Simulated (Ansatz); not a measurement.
The calculation's input:

```
crystal:
  periodic: [false, false, false]
  atoms:
    - {symbol: Si, position_ang: [-0.907110, -0.564855, 0.456983]}
    - {symbol: F, position_ang: [0.616560, -0.079292, 0.648828]}
    - {symbol: H, position_ang: [-0.943876, -1.495541, -0.693142]}
    - {symbol: H, position_ang: [-1.320462, -1.242530, 1.706326]}
    - {symbol: H, position_ang: [-1.735084, 0.634712, 0.200559]}
    - {symbol: H, position_ang: [1.872610, 1.007243, -0.612856]}
    - {symbol: Br, position_ang: [2.417461, 1.740162, -1.706697]}
basis:
  gaussian: {orbitals: def2-TZVPP}
hamiltonian: {xc: pbe0, dispersion: d4}
output: {orbitals: {seedname: orbitals}}
```

Run with:

```sh
ansatz run in.yaml --threads 4 --pin off --events-out ev --progress --plain --max-ram 9574MiB
```

The reactant side of a reaction path; geometry: PBE0-D4/def2-TZVP.

All numbers below come from RKS PBE0-D4/def2-TZVPP (Ansatz 0.2.0).

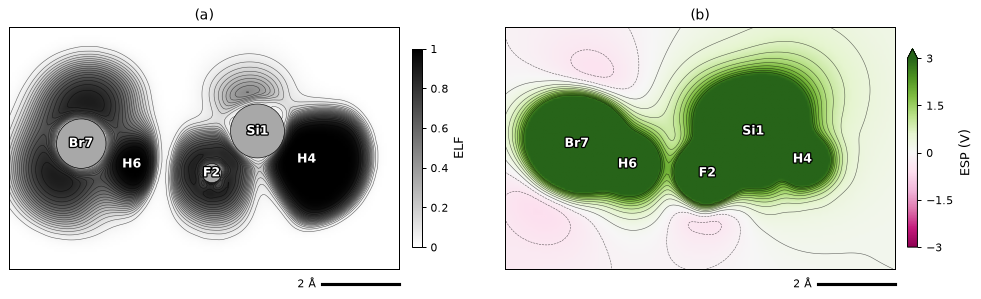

FH$_{3}$Si···HBr. (a) electron localisation function; (b) electrostatic potential on the plane of atoms F2, Si1 and H4. Grey discs cover the atomic cores in the ELF map.

Q: Read the bonding off the picture.

A:
- Atoms in the plane: Si, F, H and Br.
- F2···H6 (2.09 Å): the ELF dips to about 0.05 between them.
- Si–F (1.61 Å): the ELF peaks at about 0.85 in the valence shell of F, 0.6 Å from its nucleus, and is about 0.50 at the midpoint.
- Br–H (1.42 Å): the ELF climbs to about 1 towards the hydrogen, as it does in any bond to H.
- Si–H (1.48 Å): the ELF climbs to about 1 towards the hydrogen.
- The ELF also peaks beside F2 and Br7, away from the bonds: lone-pair regions.
- Outside the dense part of the complex the potential is most negative (−0.6 V) near Br7.
